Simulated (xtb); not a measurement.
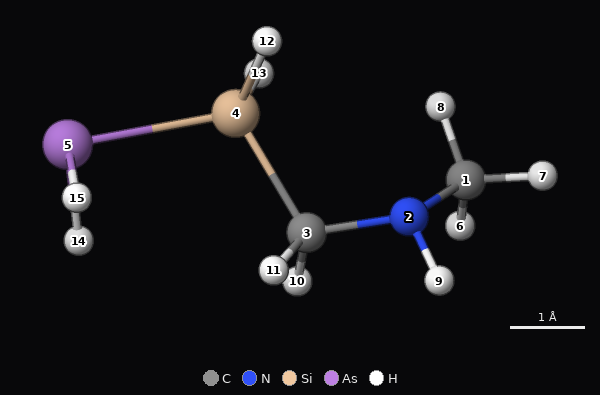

Fig. 1: The structure (ball-and-stick view, seen at a tilt; atoms are numbered from 1 in the order of the input).

## Run report: C$_{2}$H$_{10}$AsNSi, energy and gradient calculation

The run: energy and gradient calculation of C$_{2}$H$_{10}$AsNSi. Method and program: GFN-FF (xtb 6.7.1).

The geometry comes from this level: GFN2-xTB.

## The input (start.xyz)
```
15
C2H10AsNSi
C     -1.261170     0.823090     1.625950
N      0.090340     1.046080     1.163540
C      0.316980     0.597650    -0.198030
Si     0.281700    -1.309800    -0.382350
As     1.241640    -1.919720    -2.421260
H     -2.027670     1.255490     0.962760
H     -1.372630     1.257210     2.618150
H     -1.436800    -0.250010     1.694350
H      0.305190     2.037900     1.233350
H     -0.400620     1.048460    -0.909510
H      1.310720     0.948140    -0.492530
H      0.984840    -1.902370     0.762740
H     -1.111790    -1.794420    -0.353440
H      0.614300    -0.752980    -3.132850
H      2.464980    -1.084700    -2.170860
```

Launched with:
```bash
xtb start.xyz --uhf 0 --grad --gfnff > start.out
```

## What the program printed
```
* xtb version 6.7.1
   ID    Z sym.   atoms
    1    6 C      1, 3
    2    7 N      2
    3   14 Si     4
    4   33 As     5
    5    1 H      6-15

           -------------------------------------------------
          |                Calculation Setup                |
           -------------------------------------------------

          program call               : xtb start.xyz --uhf 0 --grad --gfnff
          coordinate file            : start.xyz
          omp threads                :                     1

          ==================== Thresholds ====================
          CN  :   150.00000
          rep :   500.00000
          disp:  2500.00000
          HB1 :   250.00000
          HB2 :   450.00000

          Pauling EN used:
          Z : 1  EN :  2.20
          Z : 6  EN :  2.55
          Z : 7  EN :  3.04
          Z :14  EN :  1.90
          Z :33  EN :  2.18
          electric field strengths (au): 0.000

           -------------------------------------------------
          |           Force Field Initialization            |
           -------------------------------------------------

          distances ...
          ----------------------------------------
          generating topology and atomic info file ...
          pair mat ...
          computing topology distances matrix with Floyd-Warshall algo ...
          making topology EEQ charges ...
          #fragments for EEQ constrain: 1
          ----------------------------------------
          generating topology and atomic info file ...
          pair mat ...
          computing topology distances matrix with Floyd-Warshall algo ...
          making topology EEQ charges ...
          #fragments for EEQ constrain: 1
          rings ...
          # BATM   96
          # H in HB   5

  atom   neighbors  erfCN metchar sp-hybrid imet pi  qest     coordinates
    1  C       4    3.49   0.00         3    0    0  -0.010   -2.383266    1.555415    3.072600
    2  N       3    2.79   0.00         3    0    0  -0.234    0.170718    1.976805    2.198772
    3  C       4    3.48   0.00         3    0    0  -0.007    0.599005    1.129395   -0.374222
    4  Si      4    3.46   0.04         3    0    0   0.030    0.532336   -2.475163   -0.722537
    5  As      3    2.77   0.00         3    0    0   0.038    2.346360   -3.627745   -4.575518
    6  H       1    0.97   0.01         0    0    0   0.022   -3.831741    2.372532    1.819353
    7  H       1    0.97   0.00         0    0    0   0.022   -2.593895    2.375783    4.947586
    8  H       1    0.97   0.00         0    0    0   0.022   -2.715158   -0.472450    3.201857
    9  H       1    0.98   0.00         0    0    0   0.095    0.576726    3.851073    2.330694
   10  H       1    0.97   0.01         0    0    0   0.021   -0.757062    1.981302   -1.718725
   11  H       1    0.97   0.00         0    0    0   0.021    2.476902    1.791725   -0.930747
   12  H       1    0.96   0.01         0    0    0  -0.003    1.861078   -3.594958    1.441370
   13  H       1    0.96   0.01         0    0    0  -0.003   -2.100979   -3.390962   -0.667905
   14  H       1    0.97   0.00         0    0    0  -0.007    1.160859   -1.422926   -5.920228
   15  H       1    0.97   0.00         0    0    0  -0.007    4.658137   -2.049786   -4.102331

          #atoms :   15
          #bonds :   14
          #angl  :   24
          #tors  :   30
          #nmol  :   1
          #optfrag :   1
           -------------------------------------------------
          |                   G F N - F F                   |
          |          A general generic force-field          |
          |                  Version 1.0.3                  |
           -------------------------------------------------
          Number of HB bonds (bound hydrogen)     4
          Number of HB bonds (unbound hydrogen)   6
          Number of XB bonds                      0

 E+G (total)                   0 d,  0 h,  0 min,  0.000 sec
 distance/D3 list               ...        0 min,  0.000 sec (  0.961%)
 non bonded repulsion           ...        0 min,  0.000 sec (  7.746%)
 dCN                            ...        0 min,  0.000 sec (  8.510%)
 EEQ energy and q               ...        0 min,  0.000 sec (  9.381%)
 D3                             ...        0 min,  0.000 sec ( 10.062%)
 EEQ gradient                   ...        0 min,  0.000 sec (  2.438%)
 bonds                          ...        0 min,  0.000 sec (  6.617%)
 bend and torsion               ...        0 min,  0.000 sec ( 14.868%)
 bonded ATM                     ...        0 min,  0.000 sec (  5.282%)
 HB/XB (incl list setup)        ...        0 min,  0.000 sec ( 28.282%)

         :::::::::::::::::::::::::::::::::::::::::::::::::::::
         ::                     SUMMARY                     ::
         :::::::::::::::::::::::::::::::::::::::::::::::::::::
         :: total energy              -1.749065108985 Eh    ::
         :: gradient norm              0.025213200974 Eh/a0 ::
         ::.................................................::
         :: bond energy               -1.832164210332 Eh    ::
         :: angle energy               0.015630495137 Eh    ::
         :: torsion energy             0.001400928456 Eh    ::
         :: repulsion energy           0.089802027040 Eh    ::
         :: electrostat energy        -0.015001318220 Eh    ::
         :: dispersion energy         -0.008465404796 Eh    ::
         :: HB energy                 -0.000000324465 Eh    ::
         :: XB energy                  0.000000000000 Eh    ::
         :: bonded atm energy         -0.000267301806 Eh    ::
         :: external energy            0.000000000000 Eh    ::
         :: add. restraining           0.000000000000 Eh    ::
         :: total charge              -0.000000000000 e     ::
         :::::::::::::::::::::::::::::::::::::::::::::::::::::

           -------------------------------------------------
          |                Property Printout                |
           -------------------------------------------------

molecular dipole:
                 x           y           z       tot (Debye)
 q only:       -0.089      -0.127      -0.289       0.834

           -------------------------------------------------
          | TOTAL ENERGY               -1.749065108985 Eh   |
          | GRADIENT NORM               0.025213200974 Eh/α |
           -------------------------------------------------
########################################################################
[WARNING] Runtime exception occurred
-1- gfnff_setup: Could not read topology file.
########################################################################

------------------------------------------------------------------------
------------------------------------------------------------------------
 total:
 *  cpu-time:     0 d,  0 h,  0 min,  0.004 sec
 * ratio c/w:     1.000 speedup
 SCF:
 *  cpu-time:     0 d,  0 h,  0 min,  0.000 sec
 * ratio c/w:     0.998 speedup
```

## Standard error
```
normal termination of xtb
```

## Summary

```csv
quantity,value
outcome,converged
total energy,−1.749065 hartree
dispersion energy,−0.008465 hartree
largest force,0.511 eV/Å
dipole moment,0.83 D
hardware,"1 thread of Arm Neoverse N1, 98 GiB of memory available, shared host"
peak memory,0.071 GiB
```
